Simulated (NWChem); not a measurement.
Run report: CuCl (charge +1), single-point calculation (part 1 of 2)

CuCl, charge +1, multiplicity 2, computed with HF/STO-3G, UHF (NWChem 7.3.0).

The run did not end well. The geometry is that of the parent species in another charge or spin state. The geometry comes from this level: PBE0-D4/def2-TZVP.

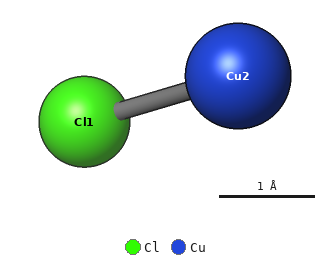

Fig. 1: The structure as given in the input (ball-and-stick view, seen at an oblique angle; atoms are numbered from 1 in the order of the input). Sticks mark near contacts. Bond lengths as drawn: Cl–Cu 2.08 Å.

### The input
```
start clcu
title "ClCu"
memory stack 880 mb heap 220 mb global 1100 mb
charge 1
geometry units angstrom noautosym nocenter noautoz
  Cl    0.898300   -0.345200    0.446400
  Cu   -0.868800    0.285000   -0.442400
end
basis "ao basis" spherical bse
  Cl library STO-3G
  Cu library STO-3G
end
scf
  nopen 1
  uhf
  thresh 1e-08
  maxiter 80
end
task scf energy
```

Machine: 1 thread of AMD EPYC (Zen 5), 16 GiB of memory available, shared host.

Run as:
```bash
nwchem clcu.nw > clcu.out
```

### The program's output
```
Northwest Computational Chemistry Package (NWChem) 7.3.0
             --------------------------------------------------------

           Job information
           ---------------

    nwchem branch   = 7.3.0
    use scalapack   = T
    input           = clcu.nw
    prefix          = clcu.
    data base       = ./clcu.db
    status          = startup
    nproc           =        1

           Memory information
           ------------------

    heap     =     28835834 doubles =      220.0 Mbytes
    stack    =    115343359 doubles =      880.0 Mbytes
    global   =    144179200 doubles =     1100.0 Mbytes (distinct from heap & stack)
    total    =    288358393 doubles =     2200.0 Mbytes
    verify   = yes
    hardfail = no

           Directory information
           ---------------------

  0 permanent = .
  0 scratch   = .

                                NWChem Input Module
                                -------------------

                                       ClCu
                                       ----

 Scaling coordinates for geometry "geometry" by  1.889725989
 (inverse scale =  0.529177249)

                             Geometry "geometry" -> ""
                             -------------------------

 Output coordinates in angstroms (scale by  1.889725989 to convert to a.u.)

  No.       Tag          Charge          X              Y              Z
 ---- ---------------- ---------- -------------- -------------- --------------
    1 Cl                  17.0000     0.89830000    -0.34520000     0.44640000
    2 Cu                  29.0000    -0.86880000     0.28500000    -0.44240000

      Atomic Mass
      -----------

      Cl                34.968850
      Cu                62.929800

 Effective nuclear repulsion energy (a.u.)     125.6670863935

            Nuclear Dipole moment (a.u.)
            ----------------------------
        X                 Y               Z
 ---------------- ---------------- ----------------
   -18.7538296833     4.5289173042    -9.9036759610

            XYZ format geometry
            -------------------
     2
 geometry
 Cl                    0.89830000    -0.34520000     0.44640000
 Cu                   -0.86880000     0.28500000    -0.44240000

 ==============================================================================
                                internuclear distances
 ------------------------------------------------------------------------------
       center one      |      center two      | atomic units |  angstroms
 ------------------------------------------------------------------------------
    2 Cu               |   1 Cl               |     3.92306  |     2.07600
 ------------------------------------------------------------------------------
                         number of included internuclear distances:          1
 ==============================================================================

                      Basis "ao basis" -> "" (spherical)
                      -----
  [basis functions not shown]

 Summary of "ao basis" -> "" (spherical)
 ------------------------------------------------------------------------------
       Tag                 Description            Shells   Functions and Types
 ---------------- ------------------------------  ------  ---------------------
 Cl                          STO-3G                  5        9   3s2p
 Cu                          STO-3G                  8       18   4s3p1d

                                 NWChem SCF Module
                                 -----------------

                                       ClCu

  ao basis        = "ao basis"
  functions       =    27
  atoms           =     2
  alpha electrons =    23
  beta  electrons =    22
  charge          =   1.00
  wavefunction    = UHF
  input vectors   = atomic
  output vectors  = ./clcu.movecs
  use symmetry    = F
  symmetry adapt  = F

 Summary of "ao basis" -> "ao basis" (spherical)
 ------------------------------------------------------------------------------
       Tag                 Description            Shells   Functions and Types
 ---------------- ------------------------------  ------  ---------------------
 Cl                          STO-3G                  5        9   3s2p
 Cu                          STO-3G                  8       18   4s3p1d

 Forming initial guess at       0.0s

      Superposition of Atomic Density Guess
      -------------------------------------

 Sum of atomic energies:       -2074.41057303

 Renormalizing density from      46.00 to     45

      Non-variational initial energy
      ------------------------------

 Total energy =   -2046.633098
 1-e energy   =   -3092.239045
 2-e energy   =     919.938860
 HOMO         =      -0.381405
 LUMO         =      -0.355035

 Starting SCF solution at       0.1s

 ----------------------------------------------
         Quadratically convergent UHF

 Convergence threshold     :          1.000E-08
 Maximum no. of iterations :           80
 Integral*density screening:          1.000E-10
 ----------------------------------------------

              iter       energy          gnorm     gmax       time
             ----- ------------------- --------- --------- --------
                 1    -2074.6152384536  5.70D-01  1.73D-01      0.1
                 2    -2074.7168998462  1.60D-01  8.69D-02      0.1
                 3    -2074.7246417186  1.44D-02  4.90D-03      0.3
  ga_iter_lsolve: convergence stagnant ... aborting solve

 Disabled NR: increased maxiter to  90

                 4    -2074.7247363232  1.10D-02  5.72D-03      0.4
                 5    -2074.7931116668  3.92D-01  2.24D-01      0.7
                 6    -2074.7931664152  3.96D-01  2.29D-01      1.2
                 7    -2074.8656380969  1.59D-01  6.15D-02      1.3
                 8    -2074.8735396115  7.91D-02  4.53D-02      1.3
                 9    -2074.8765996854  3.66D-02  1.48D-02      1.4
                10    -2074.8769441813  1.16D-02  4.94D-03      1.5
                11    -2074.8769701490  2.89D-03  9.92D-04      1.5
                12    -2074.8769726894  9.48D-04  3.70D-04      1.6
                13    -2074.8769730158  3.56D-04  1.14D-04      1.7
                14    -2074.8769730668  2.12D-04  6.41D-05      1.7
                15    -2074.8769730756  6.85D-05  3.38D-05      1.8
                16    -2074.8769730772  3.23D-05  9.24D-06      1.9
                17    -2074.8769730774  9.87D-06  3.95D-06      1.9
                18    -2074.8769730774  3.50D-06  1.54D-06      2.0
                19    -2074.8769730774  6.80D-07  3.16D-07      2.0
                20    -2074.8769730774  2.59D-07  1.13D-07      2.1
                21    -2074.8769730774  2.24D-07  9.32D-08      2.2
                22    -2074.8769730774  1.00D-07  4.63D-08      2.3
                23    -2074.8769730774  1.03D-07  4.56D-08      2.4
                24    -2074.8769730774  3.89D-08  1.54D-08      2.4
                25    -2074.8769730774  1.61D-08  6.82D-09      2.5
                26    -2074.8769730774  1.61D-08  4.76D-09      2.6
                27    -2074.8769730774  6.44D-08  2.76D-08      2.8
                28    -2074.8769730774  7.09D-08  3.07D-08      2.9
                29    -2074.8769730774  1.12D-06  4.31D-07      3.6
                30    -2074.8769730774  3.21D-04  1.22D-04      3.7
                31    -2074.8769730774  4.07D-04  1.54D-04      4.3
                32    -2074.8769730778  9.44D-04  3.58D-04      4.7
                33    -2074.8769730781  1.32D-03  5.01D-04      5.2
                34    -2074.8769730825  2.43D-03  9.18D-04      5.6
                35    -2074.8769730930  3.71D-03  1.40D-03      6.0
                36    -2074.8769731625  6.23D-03  2.35D-03      6.3
                37    -2074.8769734160  9.81D-03  3.68D-03      6.6
                38    -2074.8769748012  1.52D-02  5.66D-03      6.8
                39    -2074.8769808802  2.26D-02  9.26D-03      7.0
                40    -2074.8770134124  3.00D-02  1.60D-02      7.2
                41    -2074.8772033015  3.32D-02  2.66D-02      7.2
                42    -2074.8782933715  6.10D-02  3.66D-02      7.4
                43    -2074.8801677392  5.55D-02  3.27D-02      7.5
                44    -2074.8824644077  7.25D-02  1.87D-02      7.5
                45    -2074.8837154856  3.04D-02  1.37D-02      7.6
                46    -2074.8842746869  3.26D-02  1.03D-02      7.7
                47    -2074.8845270237  2.20D-02  7.56D-03      7.7
                48    -2074.8847153460  1.50D-02  5.03D-03      7.8
                49    -2074.8848165713  1.35D-02  5.01D-03      7.8
                50    -2074.8849101814  1.84D-02  6.24D-03      7.9
                51    -2074.8851096246  2.23D-02  7.63D-03      8.0
                52    -2074.8853307884  2.49D-02  7.17D-03      8.0
                53    -2074.8856051769  2.08D-02  9.20D-03      8.1
                54    -2074.8859250067  2.82D-02  9.79D-03      8.2
                55    -2074.8862958698  3.43D-02  1.20D-02      8.2
                56    -2074.8866447361  2.78D-02  9.99D-03      8.3
                57    -2074.8868655718  1.63D-02  4.58D-03      8.4
                58    -2074.8869769939  1.42D-02  4.71D-03      8.4
                59    -2074.8870355469  1.72D-02  7.11D-03      8.5
                60    -2074.8870915826  1.87D-02  8.29D-03      8.6
                61    -2074.8871798855  2.55D-02  1.12D-02      8.6
                62    -2074.8873655505  4.60D-02  1.97D-02      8.7
                63    -2074.8876624282  2.29D-02  7.75D-03      8.8
                64    -2074.8878594455  3.19D-02  9.82D-03      8.9
                65    -2074.8880477445  2.65D-02  8.34D-03      8.9
                66    -2074.8881596551  1.64D-02  5.79D-03      9.0
                67    -2074.8881964695  1.12D-02  4.37D-03      9.1
                68    -2074.8882158253  1.09D-02  4.48D-03      9.1
                69    -2074.8882356974  5.70D-03  1.53D-03      9.2
                70    -2074.8882513785  1.03D-02  4.22D-03      9.3
                71    -2074.8882690432  1.76D-02  7.85D-03      9.3
                72    -2074.8882986740  2.38D-02  1.10D-02      9.4
                73    -2074.8883516279  2.55D-02  1.20D-02      9.5
                74    -2074.8883939978  2.32D-02  1.16D-02      9.5
                75    -2074.8884216847  2.13D-02  1.12D-02      9.6
                76    -2074.8884405711  1.59D-02  8.62D-03      9.6
                77    -2074.8884476229  2.74D-03  1.02D-03      9.7
                78    -2074.8884501204  4.63D-03  2.21D-03      9.8
                79    -2074.8884530389  7.35D-03  4.02D-03      9.8
                80    -2074.8884573748  8.96D-03  5.07D-03      9.9
                81    -2074.8884609231  5.04D-03  2.82D-03     10.0
                82    -2074.8884672912  8.23D-03  4.56D-03     10.1
                83    -2074.8884772353  5.20D-03  2.04D-03     10.1
                84    -2074.8884821549  2.84D-03  1.07D-03     10.2
                85    -2074.8884840805  2.43D-03  1.23D-03     10.3
                86    -2074.8884852002  2.34D-03  1.04D-03     10.3
                87    -2074.8884863186  2.84D-03  1.26D-03     10.4
                88    -2074.8884867548  2.49D-03  1.12D-03     10.5
                89    -2074.8884873329  2.79D-03  1.22D-03     10.5
                90    -2074.8884885081  2.11D-03  8.52D-04     10.6

      Calculation failed to converge
      ------------------------------

       Final UHF  results
       ------------------

         Total SCF energy =  -2074.888488508121
      One electron energy =  -3122.064951081015
      Two electron energy =    921.509376179414
 Nuclear repulsion energy =    125.667086393481

                       Sz =      0.5000
                 Sz(Sz+1) =      0.7500
                      S^2 =      1.7589

        Time for solution =     10.5s

          Final alpha eigenvalues
          -----------------------

              1
    1 -326.2428
    2 -103.9844
    3  -40.8591
    4  -36.3515
    5  -36.3512
    6  -36.3501
    7  -10.6621
    8   -8.1024
    9   -8.1006
   10   -8.1006
   11   -5.7159
   12   -4.0741
   13   -4.0732
   14   -4.0724
   15   -1.2736
   16   -0.9628
   17   -0.9627
   18   -0.8976
   19   -0.8973
   20   -0.8803
   21   -0.7110
   22   -0.6669
   23   -0.6669
   24   -0.2575
   25   -0.1361
   26   -0.1360
   27    0.0740

          Final beta eigenvalues
          ----------------------

              1
    1 -326.2437
    2 -103.9852
    3  -40.8064
    4  -36.2982
    5  -36.2981
    6  -36.2981
    7  -10.6631
    8   -8.1089
    9   -8.1001
   10   -8.1001
   11   -5.4805
   12   -3.7831
   13   -3.7810
   14   -3.7805
   15   -1.2833
   16   -0.8013
   17   -0.8009
   18   -0.7950
   19   -0.7411
   20   -0.6663
   21   -0.6662
   22   -0.6055
   23   -0.1838
   24   -0.1837
   25    0.0307
   26    0.3736
   27    0.3736

                    UHF Final Alpha Molecular Orbital Analysis
                    ------------------------------------------

 Vector   13  Occ=1.000000D+00  E=-4.073184D+00
              MO Center= -8.7D-01,  2.9D-01, -4.4D-01, r^2= 1.8D-01
   Bfn.  Coefficient  Atom+Function         Bfn.  Coefficient  Atom+Function
  ----- ------------  ---------------      ----- ------------  ---------------
    18      0.939761  2 Cu pz                16     -0.476252  2 Cu px
    14     -0.338994  2 Cu pz                12      0.171796  2 Cu px

 Vector   14  Occ=1.000000D+00  E=-4.072435D+00
              MO Center= -8.7D-01,  2.8D-01, -4.4D-01, r^2= 1.8D-01
   Bfn.  Coefficient  Atom+Function         Bfn.  Coefficient  Atom+Function
  ----- ------------  ---------------      ----- ------------  ---------------
    17      0.944699  2 Cu py                16      0.416356  2 Cu px
    13     -0.340771  2 Cu py                18      0.210030  2 Cu pz
    12     -0.150193  2 Cu px
```
